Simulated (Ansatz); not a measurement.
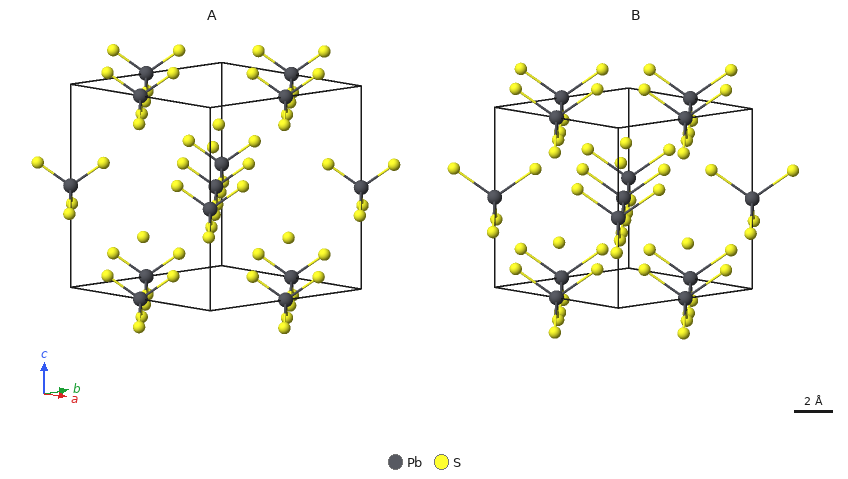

Two geometries of solid PbS5 (a generated structure, set up in F-43m) (coarse preliminary run), drawn at one scale. One is the start of a relaxation, the other its converged end. Style: ball-and-stick. Shown: the conventional cell (4 times the calculation's cell), from a free direction. Lengths and directions refer to the drawn axes.

Theory: DFT PBE, scalar-relativistic, plane waves, PAW (Ansatz 0.2.0). Settings: plane-wave cutoff 420 eV; k-point mesh 4 × 4 × 4; occupations gaussian; smearing width 0.1 eV; no spin polarisation; cell and atoms relaxed; force threshold 0.04 eV/Å; at most 70 steps.

### Which geometry has the lower energy?

Structure B is the relaxed one. The largest moves relative to the cell, 0.75 Å, are those of S atoms. Pb stays in place. The volume changes by −30.3 %, with a = b = c 10.878 → 9.644 Å (−11.4 %). Among the contacts that change: S–S 4.206 → 2.499 Å, Pb–S 2.135 → 2.645 Å. The space group stays F-43m (No. 216). Over 7 accepted moves (9 points after the start) the energy falls by 7.006 eV per cell of the calculation. Largest force component: 4.3 eV/Å at the start, 0.0065 eV/Å at the end. Pressure: 9.16 GPa at the start and 0.00 GPa at the end. The line search rejected the trial step at point 5 of the run. The SCF was repeated once at an unchanged geometry on a basis and grid sized afresh for the cell, which shifted the energy by 1.7 meV per cell of the calculation at most.

Limits of the set-up: layers or molecules are held without a dispersion correction, so their spacing is unreliable.
